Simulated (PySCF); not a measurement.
# CH7ClOSi2 (SMILES CO[SiH]([SiH3])Cl): levels of theory compared

We compute a comparison of 4 runs (HF/STO-3G, HF/3-21G, PBE0/def2-SVP, TPSS/cc-pVDZ) of CH7ClOSi2. The job is set up through a Python script.

The results are computed with PySCF 2.14.0.

## Step 1: The system as given

The species is CH7ClOSi2 (12 atoms), meant as a singlet with charge 0. As SMILES, `CO[SiH]([SiH3])Cl`. The coordinates come from a PBE0-D4/def2-TZVP relaxation. This is one conformer, not always the lowest.

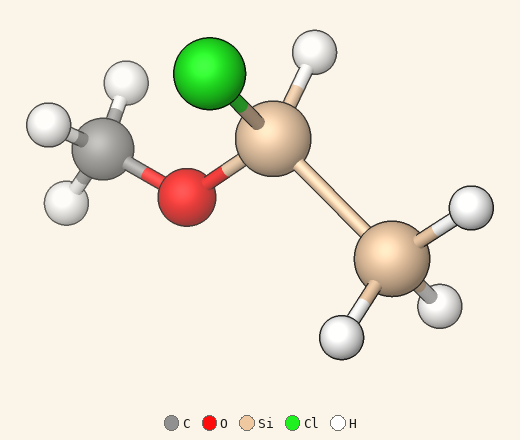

Viewed from a chosen angle; carbon grey, oxygen red, silicon light orange, chlorine green, hydrogen white.

## Step 2: Energy and forces at HF/STO-3G (run 1)

The input, input.py:

```python
from pyscf import gto

mol = gto.M(
    atom='''
C        0.963900       1.859000       0.935600
O        0.554300       0.879500       0.002700
Si      -0.281200      -0.466200       0.395800
Si      -0.615300      -1.686200      -1.565800
Cl      -2.123400       0.036800       1.193800
H        0.105600       2.430500       1.300800
H        1.653300       2.537600       0.432100
H        1.476900       1.405400       1.791100
H        0.416100      -1.200500       1.486300
H       -1.378200      -0.862000      -2.538100
H       -1.387700      -2.914700      -1.243000
H        0.692600      -2.074300      -2.157300
''',
    spin=0,
    max_memory=1860,
    basis='sto-3g',
    charge=0,
    verbose=4,
)

mf = mol.RHF()
mf.conv_tol = 1e-10
mf.kernel()
if not mf.converged:
    mf = mf.newton().run(mf.mo_coeff, mf.mo_occ)

e_final = mf.e_tot
print('E(%s) = %.9f' % ('HF', e_final))
grad = mf.nuc_grad_method().kernel()
mf.analyze()
```

Launch:

```sh
OMP_NUM_THREADS=1 python input.py
```

The program printed:

```text
PySCF version 2.14.0

[... 66 lines left out ...]
converged SCF energy = -1141.19985526077
[... 17 lines left out ...]
Two-electron Coulomb Energy =          886.663089116969559
[... 6 lines left out ...]
MO #4   energy= -20.2128334690735  occ= 2
[... 4 lines left out ...]
MO #9   energy= -7.74395699180846  occ= 2
[... 4 lines left out ...]
MO #14  energy= -4.06609050153105  occ= 2
[... 4 lines left out ...]
MO #19  energy= -0.991718432983377 occ= 2
[... 4 lines left out ...]
MO #24  energy= -0.570179851537869 occ= 2
[... 4 lines left out ...]
MO #29  energy= -0.413708620621901 occ= 2
[... 4 lines left out ...]
MO #34  energy= 0.333543984797511  occ= 0
[... 4 lines left out ...]
MO #39  energy= 0.564289577675316  occ= 0
[... 4 lines left out ...]
MO #44  energy= 0.75628168979217   occ= 0
[... 20 lines left out ...]
pop of  2 Si 3pz          0.84119
pop of  3 Si 1s           2.00000
pop of  3 Si 2s           1.99979
pop of  3 Si 3s           1.15207
pop of  3 Si 2px          1.99891
pop of  3 Si 2py          1.99892
pop of  3 Si 2pz          1.99893
pop of  3 Si 3px          0.79796
pop of  3 Si 3py          0.80321
pop of  3 Si 3pz          0.81027
pop of  4 Cl 1s           2.00000
pop of  4 Cl 2s           1.99990
pop of  4 Cl 3s           1.92935
pop of  4 Cl 2px          1.99975
pop of  4 Cl 2py          1.99997
pop of  4 Cl 2pz          1.99994
pop of  4 Cl 3px          1.58630
pop of  4 Cl 3py          1.94424
pop of  4 Cl 3pz          1.90386
pop of  5 H 1s            0.96732
pop of  6 H 1s            0.96010
pop of  7 H 1s            0.97621
pop of  8 H 1s            1.13977
pop of  9 H 1s            1.12214
pop of  10 H 1s           1.12647
pop of  11 H 1s           1.12670
 ** Mulliken atomic charges  **
charge of    0C =     -0.00104
charge of    1O =     -0.33500
charge of    2Si =      0.67812
charge of    3Si =      0.43994
charge of    4Cl =     -0.36330
charge of    5H =      0.03268
charge of    6H =      0.03990
charge of    7H =      0.02379
charge of    8H =     -0.13977
charge of    9H =     -0.12214
charge of   10H =     -0.12647
charge of   11H =     -0.12670
Dipole moment(X, Y, Z, Debye):  2.47979, -0.98920, -0.70423
```

Wall time 3.9 s (1 thread of Intel Xeon at 2.70GHz, shared host); peak memory 0.12 GiB.

## Step 3: Energy and forces at HF/3-21G (run 2)

The input, mol.xyz:

```xyz
12
CH7ClOSi2
C      0.963900     1.859000     0.935600
O      0.554300     0.879500     0.002700
Si    -0.281200    -0.466200     0.395800
Si    -0.615300    -1.686200    -1.565800
Cl    -2.123400     0.036800     1.193800
H      0.105600     2.430500     1.300800
H      1.653300     2.537600     0.432100
H      1.476900     1.405400     1.791100
H      0.416100    -1.200500     1.486300
H     -1.378200    -0.862000    -2.538100
H     -1.387700    -2.914700    -1.243000
H      0.692600    -2.074300    -2.157300
```

The input, calc.py:

```python
import pyscf.grad
from pyscf import gto

mol = gto.M(
    atom='mol.xyz',
    basis='3-21g',
    charge=0,
    verbose=4,
    max_memory=1860,
)

mf = mol.RHF()
mf.conv_tol = 1e-10
mf.kernel()
if not mf.converged:
    mf = mf.newton().run(mf.mo_coeff, mf.mo_occ)

e_tot = mf.e_tot
print('Final energy', e_tot)
grad = mf.Gradients().kernel()
mf.analyze()
```

Launch:

```sh
OMP_NUM_THREADS=1 python calc.py
```

The program printed:

```text
PySCF version 2.14.0

[... 67 lines left out ...]
Final energy -1148.3159879766215
[... 20 lines left out ...]
MO #1   energy= -104.093867050292  occ= 2
[... 6 lines left out ...]
MO #8   energy= -7.94917900368733  occ= 2
[... 6 lines left out ...]
MO #15  energy= -4.20965037828763  occ= 2
[... 6 lines left out ...]
MO #22  energy= -0.715273545331932 occ= 2
[... 6 lines left out ...]
MO #29  energy= -0.49214424283243  occ= 2
[... 6 lines left out ...]
MO #36  energy= 0.157773498894535  occ= 0
[... 6 lines left out ...]
MO #43  energy= 0.351062672595504  occ= 0
[... 6 lines left out ...]
MO #50  energy= 0.529998951075365  occ= 0
[... 6 lines left out ...]
MO #57  energy= 0.970062178236184  occ= 0
[... 6 lines left out ...]
MO #64  energy= 1.33976619820755   occ= 0
[... 6 lines left out ...]
MO #71  energy= 3.32635127535239   occ= 0
[... 47 lines left out ...]
pop of  4 Cl 2s           1.99968
pop of  4 Cl 3s           1.86847
pop of  4 Cl 4s           0.00444
pop of  4 Cl 2px          1.99988
pop of  4 Cl 2py          1.99994
pop of  4 Cl 2pz          1.99993
pop of  4 Cl 3px          1.65625
pop of  4 Cl 3py          1.92169
pop of  4 Cl 3pz          1.90536
pop of  4 Cl 4px          0.00130
pop of  4 Cl 4py          0.00213
pop of  4 Cl 4pz          0.00286
pop of  5 H 1s            0.89472
pop of  5 H 2s            0.01060
pop of  6 H 1s            0.88031
pop of  6 H 2s            0.01133
pop of  7 H 1s            0.90916
pop of  7 H 2s            0.00959
pop of  8 H 1s            1.11765
pop of  8 H 2s            0.00381
pop of  9 H 1s            1.06829
pop of  9 H 2s            0.00146
pop of  10 H 1s           1.07945
pop of  10 H 2s           0.00165
pop of  11 H 1s           1.07674
pop of  11 H 2s           0.00147
 ** Mulliken atomic charges  **
charge of    0C =     -0.02383
charge of    1O =     -0.63646
charge of    2Si =      0.82966
charge of    3Si =      0.25879
charge of    4Cl =     -0.36192
charge of    5H =      0.09468
charge of    6H =      0.10836
charge of    7H =      0.08125
charge of    8H =     -0.12147
charge of    9H =     -0.06975
charge of   10H =     -0.08110
charge of   11H =     -0.07822
Dipole moment(X, Y, Z, Debye):  2.54838, -0.11015,  0.13891
```

It took 5.7 s on 1 thread of Intel Xeon at 2.70GHz, shared host; peak memory 0.14 GiB.

Run 3 isn't shown in full; the table further down has it.

## Step 4: Energy and gradient at TPSS/cc-pVDZ (run 4)

The input, geometry.xyz:

```xyz
12
CH7ClOSi2
C      0.963900     1.859000     0.935600
O      0.554300     0.879500     0.002700
Si    -0.281200    -0.466200     0.395800
Si    -0.615300    -1.686200    -1.565800
Cl    -2.123400     0.036800     1.193800
H      0.105600     2.430500     1.300800
H      1.653300     2.537600     0.432100
H      1.476900     1.405400     1.791100
H      0.416100    -1.200500     1.486300
H     -1.378200    -0.862000    -2.538100
H     -1.387700    -2.914700    -1.243000
H      0.692600    -2.074300    -2.157300
```

The input, input.py:

```python
# CO[SiH]([SiH3])Cl
from pyscf import gto, dft

system = gto.Mole()
system.atom = 'geometry.xyz'
system.basis = 'cc-pvdz'
system.max_memory = 1860
system.verbose = 4
system.build()

mf = dft.RKS(system, xc='tpss')
mf.conv_tol = 1e-10
mf.grids.level = 5
mf.kernel()
if not mf.converged:
    mf = mf.newton().run(mf.mo_coeff, mf.mo_occ)

etot = mf.e_tot
print('Final energy', etot)
grad = mf.nuc_grad_method().kernel()
dip = mf.dip_moment()
pop, q = mf.mulliken_pop()
```

Launch:

```sh
OMP_NUM_THREADS=1 python input.py
```

The program printed:

```text
PySCF version 2.14.0

[... 83 lines left out ...]
converged SCF energy = -1156.8868293655
Final energy -1156.8868293654957
[... 12 lines left out ...]
Dipole moment(X, Y, Z, Debye):  1.46432,  0.40245,  0.19612
[... 91 lines left out ...]
pop of  6 H 2py           0.00906
pop of  6 H 2pz           0.00670
pop of  7 H 1s            0.76451
pop of  7 H 2s            0.17662
pop of  7 H 2px           0.00878
pop of  7 H 2py           0.00623
pop of  7 H 2pz           0.01221
pop of  8 H 1s            0.73979
pop of  8 H 2s            0.32337
pop of  8 H 2px           0.00225
pop of  8 H 2py           0.00273
pop of  8 H 2pz           0.00561
pop of  9 H 1s            0.73369
pop of  9 H 2s            0.28081
pop of  9 H 2px           0.00322
pop of  9 H 2py           0.00367
pop of  9 H 2pz           0.00471
pop of  10 H 1s           0.73364
pop of  10 H 2s           0.28834
pop of  10 H 2px          0.00325
pop of  10 H 2py          0.00649
pop of  10 H 2pz          0.00174
pop of  11 H 1s           0.73409
pop of  11 H 2s           0.29035
pop of  11 H 2px          0.00707
pop of  11 H 2py          0.00178
pop of  11 H 2pz          0.00265
 ** Mulliken atomic charges  **
charge of    0C =      0.12322
charge of    1O =     -0.38698
charge of    2Si =      0.46336
charge of    3Si =      0.10260
charge of    4Cl =     -0.24582
charge of    5H =      0.04225
charge of    6H =      0.03900
charge of    7H =      0.03166
charge of    8H =     -0.07376
charge of    9H =     -0.02610
charge of   10H =     -0.03347
charge of   11H =     -0.03595
```

It took 2 min on 1 thread of Intel Xeon at 2.70GHz, shared host; peak memory 1.2 GiB.

## Step 5: Overview of the runs

```
run          level  integration grid   energy (Eh)  dipole moment (D)  HOMO energy (eV)  LUMO energy (eV)  wall time
  1      HF/STO-3G                 –  -1141.199855               2.76             -8.86              9.08      3.9 s
  2       HF/3-21G                 –  -1148.315988               2.55            -11.03              3.40      5.7 s
  3  PBE0/def2-SVP                 5  -1155.853382               1.51             -8.02              0.15       58 s
  4   TPSS/cc-pVDZ                 5  -1156.886829               1.53             -6.90             -0.51      2 min
```

## Step 6: Results

```
                       quantity           value
            run 4: total energy  -1156.88683 Eh
           run 4: dipole moment          1.53 D
             run 4: HOMO energy        -6.90 eV
             run 4: LUMO energy        -0.51 eV
           run 4: HOMO–LUMO gap         6.39 eV
run 4: largest force on an atom      1.443 eV/Å
```

In words: The dipole moment (its size) runs from 1.51 D (PBE0/def2-SVP) to 2.76 D (HF/STO-3G). The two ends differ in method and basis. The HOMO–LUMO gap runs from 6.39 eV (TPSS/cc-pVDZ) to 17.93 eV (HF/STO-3G). Totals of different functionals can't be ranked against each other. In run 1 the basis is minimal, so the values are rough. All runs together took 3.1 min, the longest 2 min.
